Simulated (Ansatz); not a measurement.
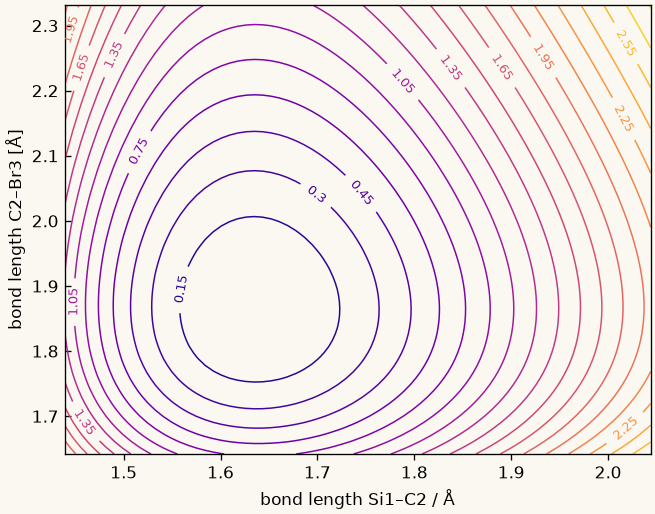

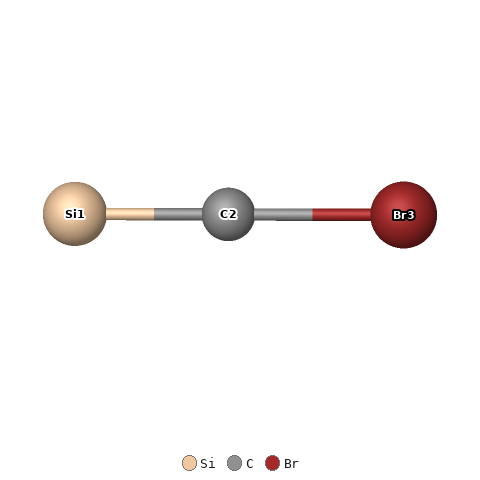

Energy landscape of CBrSi, SMILES [Si-]#CBr, charge −1. First axis: bond length Si1–C2. Second axis: bond length C2–Br3. Nothing is relaxed (all other coordinates rigid). The scan uses an 11 × 11 grid. Points are written as (first, second). Energies are in eV, from the relaxed molecule at the same level. Theory: Ansatz, RKS CAM-B3LYP-D4/def2-SVPD.

The picture shows contour lines labelled in eV. Between grid points the surface is interpolated. The second picture is the structure at the lowest point.

What does the map say about the system?

Answer. The lowest grid point is at (1.620 Å, 1.849 Å), 0.008 eV from the relaxed molecule at the same level. It is the only kind of minimum in the scanned range. The highest grid point, (2.044 Å, 2.332 Å), lies 2.86 eV above the lowest. Round the minimum the two coordinates are nearly uncoupled.

The values on the grid:

| bond length C2–Br3 ↓, bond length Si1–C2 → | 1.439 | 1.499 | 1.560 | 1.620 | 1.681 | 1.741 | 1.802 | 1.862 | 1.923 | 1.983 | 2.044 |
| --- | --- | --- | --- | --- | --- | --- | --- | --- | --- | --- | --- |
| 2.332 | 2.14 | 1.49 | 1.13 | 0.99 | 1.02 | 1.18 | 1.43 | 1.74 | 2.10 | 2.47 | 2.86 |
| 2.263 | 1.95 | 1.30 | 0.93 | 0.80 | 0.83 | 0.99 | 1.24 | 1.56 | 1.92 | 2.30 | 2.69 |
| 2.194 | 1.76 | 1.11 | 0.74 | 0.61 | 0.64 | 0.80 | 1.06 | 1.38 | 1.74 | 2.12 | 2.52 |
| 2.125 | 1.58 | 0.92 | 0.56 | 0.42 | 0.46 | 0.62 | 0.88 | 1.20 | 1.57 | 1.95 | 2.36 |
| 2.056 | 1.42 | 0.76 | 0.39 | 0.26 | 0.30 | 0.46 | 0.72 | 1.04 | 1.41 | 1.80 | 2.21 |
| 1.987 | 1.29 | 0.62 | 0.25 | 0.12 | 0.16 | 0.33 | 0.59 | 0.91 | 1.29 | 1.68 | 2.09 |
| 1.918 | 1.20 | 0.54 | 0.16 | 0.03 | 0.07 | 0.24 | 0.50 | 0.83 | 1.20 | 1.60 | 2.02 |
| 1.849 | 1.19 | 0.52 | 0.14 | 0.01 | 0.05 | 0.21 | 0.48 | 0.80 | 1.18 | 1.58 | 2.00 |
| 1.780 | 1.28 | 0.61 | 0.23 | 0.09 | 0.12 | 0.29 | 0.55 | 0.88 | 1.26 | 1.66 | 2.08 |
| 1.711 | 1.52 | 0.84 | 0.45 | 0.31 | 0.34 | 0.50 | 0.76 | 1.09 | 1.47 | 1.86 | 2.28 |
| 1.642 | 1.96 | 1.27 | 0.88 | 0.73 | 0.75 | 0.91 | 1.17 | 1.49 | 1.86 | 2.26 | 2.68 |

Time for the 121 points that were run: 8.4 min on 1 thread of Intel(R) Xeon(R) Platinum 8488C (Sapphire Rapids), on a shared host.
